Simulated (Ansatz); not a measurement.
# Calculations on GaH5O2

### Relaxation

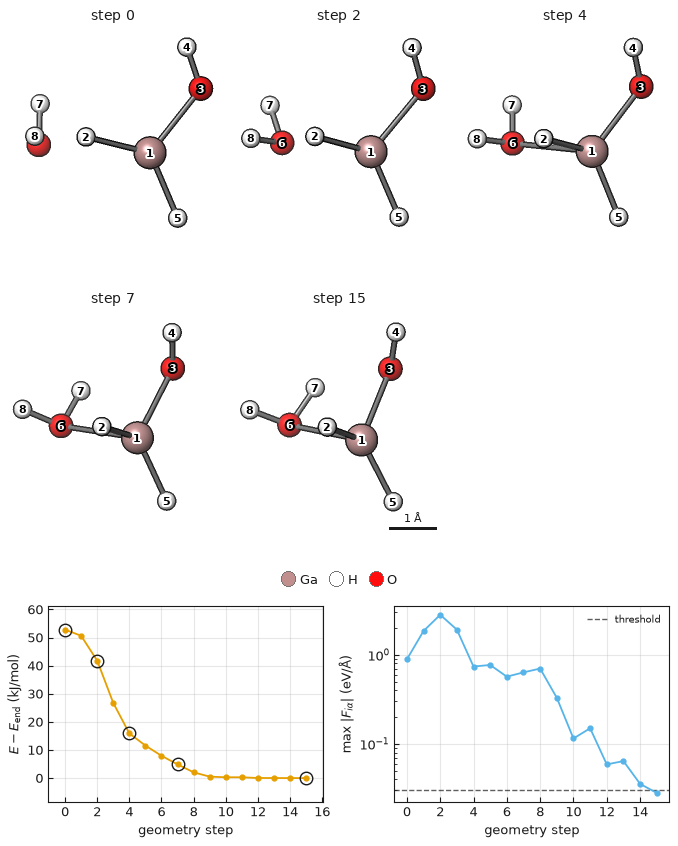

Frames of a relaxation of GaH₅O₂, marked on the history of the run. The picture is a ball-and-stick view, seen at a tilt.

The run prepares an end point of a later path (reaction) calculation, from a guessed geometry.

These are results of Ansatz, RKS B3LYP/def2-SVP, not measurements.

The input:
```yaml
crystal:
  periodic: [false, false, false]
  atoms:
    - { symbol: Ga, position_ang: [-0.183057, -0.325175, -0.123195] }
    - { symbol: H, position_ang: [-0.061267, -0.45516, 1.441359] }
    - { symbol: O, position_ang: [1.324994, -0.493649, -1.085704] }
    - { symbol: H, position_ang: [2.144469, -0.661861, -0.603439] }
    - { symbol: H, position_ang: [-1.46628, -0.134586, -0.983278] }
    - { symbol: O, position_ang: [-0.021262, 2.228142, 1.399033] }
    - { symbol: H, position_ang: [0.899817, 2.519793, 1.337653] }
    - { symbol: H, position_ang: [0.036386, 1.361196, 1.868971] }
basis:
  gaussian: { orbitals: def2-SVP }
hamiltonian:
  xc: b3lyp
relax:
  f_tol: 0.03
  max_steps: 50
output:
  orbitals: {}
```

Launched with:
```bash
ansatz run input.yaml --threads 2 --pin off --max-ram 3072MiB --backend cpu --events-out ev --progress --plain --runs-dir out
```

> What happens along the run?

The atom that moves furthest after the best rigid fit is H7 (1.14 Å). Largest moves by element: H 1.14 Å, O 0.94 Å, Ga 0.32 Å. Near-neighbour distances that change, for instance: Ga1–H7 3.376 → 2.262 Å, Ga1–O6 2.977 → 2.171 Å, Ga1–O3 1.797 → 1.861 Å, O6–H7 0.968 → 0.993 Å. New bonds form, among them: Ga1–O6 (2.98 → 2.17 Å). Among the angles between lasting bonds that change: H7–O6–H8 103.8° → 106.5°, H2–Ga1–O3 117.4° → 114.7°. Groups turn about Ga1–O3 by about 30°. After 15 geometry steps the energy has fallen by 52.8 kJ/mol. The largest force component goes from 0.89 to 0.028 eV/Å. From step 0 to 2: O6 moves most (0.39 Å), energy −11.0 kJ/mol. From step 2 to 4: H7 moves most (0.36 Å), energy −25.9 kJ/mol. From step 4 to 7: H7 moves most (0.46 Å), energy −11.0 kJ/mol. From step 7 to 15: H7 moves most (0.32 Å), energy −4.87 kJ/mol.

### Relaxation

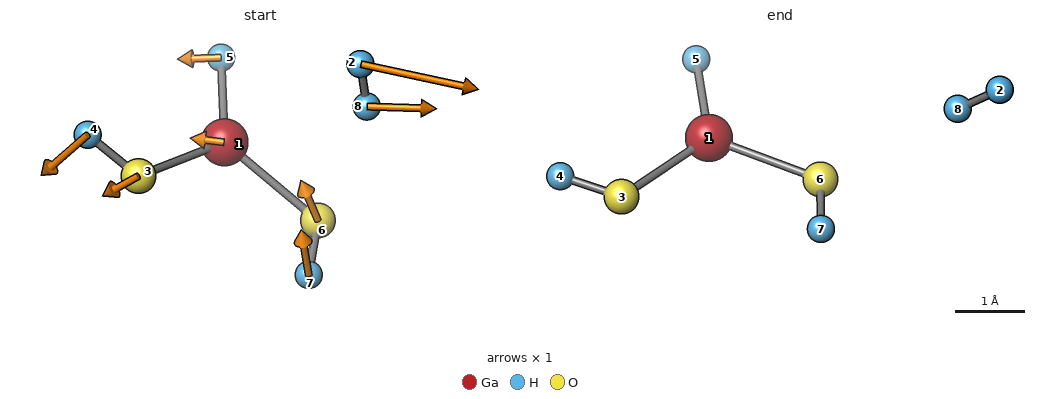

The structure of GaH₅O₂ before (left) and after (right) a relaxation, at one scale. The orange arrows give the displacements, at their true length.

A ball-and-stick model, seen face on.

The run prepares an end point of a later path (reaction) calculation, from a guessed geometry.

The calculation used Ansatz 0.2.0, RKS B3LYP/def2-SVP.

Input file:
```yaml
crystal:
  periodic: [false, false, false]
  atoms:
    - { symbol: Ga, position_ang: [0.039723, 0.498797, -0.248637] }
    - { symbol: H, position_ang: [-0.228361, -0.273762, 2.401886] }
    - { symbol: O, position_ang: [1.69345, -0.012282, -0.715997] }
    - { symbol: H, position_ang: [1.745428, -0.84302, -1.205034] }
    - { symbol: H, position_ang: [-1.281241, -0.222319, -0.629753] }
    - { symbol: O, position_ang: [0.018693, 2.025225, 0.687841] }
    - { symbol: H, position_ang: [0.888379, 2.447463, 0.759268] }
    - { symbol: H, position_ang: [-0.202271, 0.418597, 2.201826] }
basis:
  gaussian: { orbitals: def2-SVP }
hamiltonian:
  xc: b3lyp
relax:
  f_tol: 0.03
  max_steps: 50
```

Launched with:
```bash
ansatz run input.yaml --threads 2 --pin off --max-ram 3072MiB --backend cpu --events-out ev --progress --plain --runs-dir out
```

What changed between the two?

The largest move after the best rigid fit is that of H2, 1.79 Å. Largest moves by element: H 1.79 Å, O 0.78 Å, Ga 0.53 Å. Near-neighbour distances that change, for instance: H2–H8 0.721 → 0.763 Å. The energy falls by 11.4 kJ/mol in 25 accepted moves (27 points after the start). Largest force component: 1.7 eV/Å at the start, 0.016 eV/Å at the end. The line search rejected the trial steps at points 5, 22 of the run. The forces were under the threshold at step 6, but the run went on from there.

Limits of the set-up: the start holds two separate molecules, 2.2 Å apart at their closest, whose relative position is a soft coordinate and is computed without a dispersion correction.

### Path

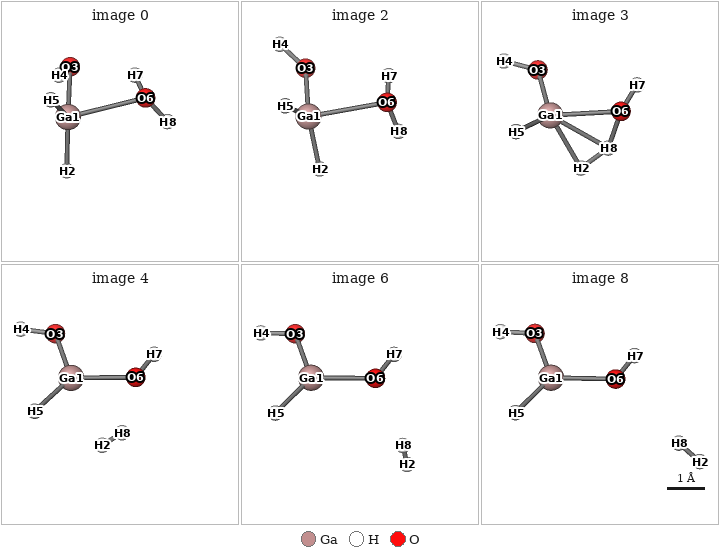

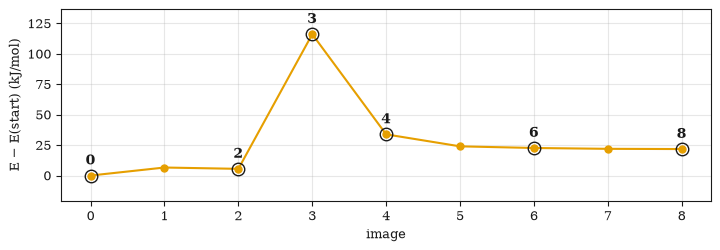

A nudged-elastic-band calculation for GaH5O2. Images are numbered from 0 (start) to 8 (end). A ball-and-stick model, seen from a free direction.

Method: Ansatz, RKS B3LYP/def2-SVP. Run with 7 movable images; climbing image; force threshold 0.05 eV/Å; iteration limit 60; starting path through a guess of the saddle point.

### Describe the mechanism and the energy profile.

Forward barrier 116.1 kJ/mol, backward barrier 94.4 kJ/mol, with image 3 at the top; the reaction energy is +21.8 kJ/mol. The path has more than one stage, and so few images may leave a stage unresolved. Breaking: Ga1–H2 (1.58 → 1.86 at the top → 4.63 Å), O6–H8 (0.97 → 1.31 at the top → 2.45 Å). Forming: H2–H8 (3.05 → 1.00 at the top → 0.76 Å). The band converged in 22 iterations. The largest component of the band force went from 53 to 0.048 eV/Å. The climbing image converged on the top of the path. Its vibrational analysis gives one imaginary mode (1252i cm⁻¹), as a transition state must have.
